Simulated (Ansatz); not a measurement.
Cost and result by functional for the adsorption energy of NH2 on the 1x1 (10-10) surface of wurtzite GaN (cut with top plane Ga + N), one in a 2x1 cell, started at the site 'hollow Ga', in Ansatz (plane waves, PAW). Single points on the PBE structure, on one kind of machine; costs are rough ratios of the slab run's core time (references not counted) to the cheapest single point. r2SCAN's cost holds its higher cutoff (500 against 420 eV). Differences are taken against r2SCAN for comparison alone: no measured value is at hand, so the table doesn't rank accuracy. The points keep PBE's geometry, so the relaxation of a polaron and the settling of charge on one site are left out.

Host crystal: wurtzite GaN, with a band gap (PBE, scalar-relativistic without spin-orbit coupling).

Model: 35-atom slab, 9.3 Å thick at the start under the adsorbate (thin: gaps and levels are the slab's own), 3x4x1 mesh, Fermi-Dirac 0.01 eV, dipole correction, 16 atoms held, the rest relaxed; no symmetry held; spin-polarised, ending with about 1.0 μB a cell; orders that need a larger cell were not tried, no spin-orbit, no U, no dispersion correction. At the end it is bonded to Ga. In PBE it is, or lies within 0.03 eV of, the lowest of the starts that converged. These notes are the PBE run's. RPBE: The program's check for a lower electronic state was not made. r2SCAN: The program's check for a lower electronic state was not made. Adsorption energies are against NH3(g) − ½ H2(g). A negative adsorption energy means that the adsorbate is more stable on the surface than in its reference.

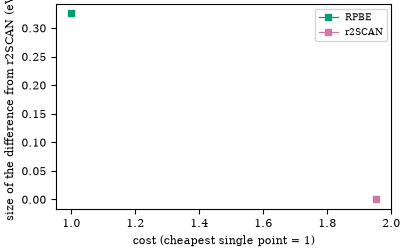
Figure. Difference from r2SCAN against cost

| functional | relative cost | adsorption energy (eV) | less r2SCAN (eV) |
|---|---|---|---|
| RPBE | 1 | 0.84 | 0.33 |
| r2SCAN | 2 | 0.51 | 0.00 |
| PBE (the relaxed run's value) | – | 0.75 | 0.24 |

The values span 0.33 eV, while the single points' costs differ by a factor of roughly 2. Differences are of unrounded values.

Ansatz is a program for electronic structure.
